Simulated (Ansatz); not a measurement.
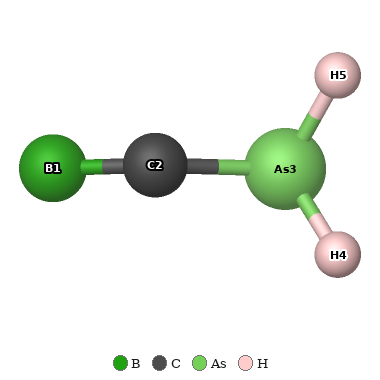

The system is CH2AsB, SMILES B#C[AsH2]; the picture shows the reference structure. The first coordinate is: umbrella angle at As3 (between each of its bonds and their common axis; 90 is planar); the second: change of the bonds As3–C2, As3–H4, As3–H5, all alike. Nothing is relaxed (all other coordinates rigid). The grid has 11 × 11 points. Points are written as (first, second). Energies: kJ/mol, counted from the lowest grid point. Level of theory: RKS CAM-B3LYP-D4/def2-TZVP in Ansatz 0.2.0.

Its coordinates:

```xyz
5

B    -0.1713   -1.4429    1.8531
C     0.2028   -0.7963    0.6365
As   -0.3454    0.6517   -0.2879
H    -0.5996    0.1353   -1.6834
H     0.9135    1.4521   -0.5182
```

Range: umbrella angle at As3 (between each of its bonds and their common axis; 90 is planar) from 52.8 to 127.2°; change of the bonds As3–C2, As3–H4, As3–H5, all alike from −0.177 to 0.273 Å.

What will the energy surface look like?

The lowest grid point is at (112.3°, 0.003 Å). There is a further well near (67.7°, 0.003 Å) (4.5 kJ/mol above the lowest at that grid point). The highest grid point, (90.0°, 0.273 Å), lies 257 kJ/mol above the lowest. On the interpolated surface the easiest way out of the lowest well to the well at (67.7°, 0.003 Å) passes a barrier of about 22 kJ/mol, counted from the interpolated bottom of the well. Round the minimum the valley is somewhat tilted: raising the first coordinate shifts the best value of the second coordinate upwards (coupling k₁₂/√(k₁₁k₂₂) about −0.5).

| second ↓, first → | 52.8 | 60.2 | 67.7 | 75.1 | 82.6 | 90.0 | 97.4 | 104.9 | 112.3 | 119.8 | 127.2 |
| --- | --- | --- | --- | --- | --- | --- | --- | --- | --- | --- | --- |
| 0.273 | 144 | 132 | 150 | 188 | 231 | 257 | 247 | 203 | 157 | 128 | 129 |
| 0.228 | 113 | 98 | 114 | 148 | 187 | 209 | 199 | 160 | 119 | 93 | 97 |
| 0.183 | 87 | 69 | 80 | 111 | 144 | 163 | 153 | 120 | 84 | 63 | 70 |
| 0.138 | 66 | 44 | 51 | 77 | 105 | 120 | 112 | 83 | 53 | 36 | 48 |
| 0.093 | 52 | 25 | 28 | 48 | 71 | 83 | 75 | 52 | 27 | 17 | 32 |
| 0.048 | 47 | 15 | 12 | 26 | 44 | 52 | 45 | 27 | 9 | 4 | 26 |
| 0.003 | 52 | 14 | 5 | 12 | 25 | 31 | 25 | 11 | 0 | 2 | 30 |
| −0.042 | 71 | 26 | 9 | 10 | 17 | 21 | 16 | 8 | 3 | 12 | 47 |
| −0.087 | 105 | 53 | 29 | 23 | 25 | 25 | 22 | 18 | 21 | 38 | 80 |
| −0.132 | 160 | 99 | 67 | 54 | 50 | 48 | 46 | 48 | 57 | 82 | 133 |
| −0.177 | 238 | 169 | 128 | 108 | 98 | 94 | 94 | 100 | 116 | 151 | 210 |

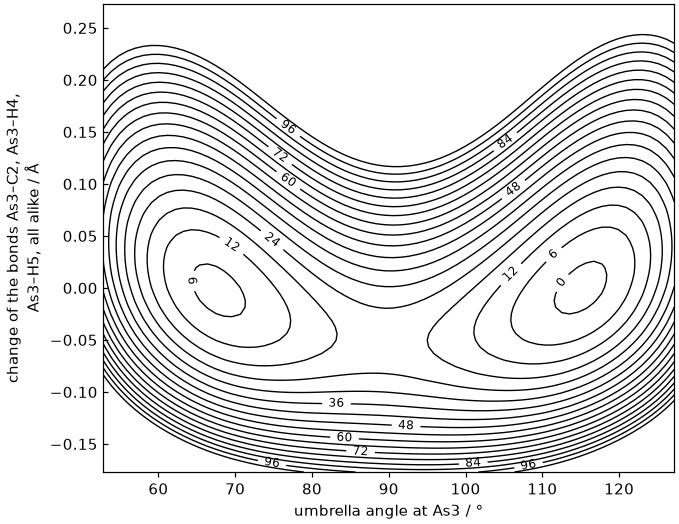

In the figure: contour lines labelled in kJ/mol (none above 102). Between grid points the surface is interpolated.

Time for the 121 points that were run: 12 min on 1 thread of Arm Neoverse V2 (shared host).
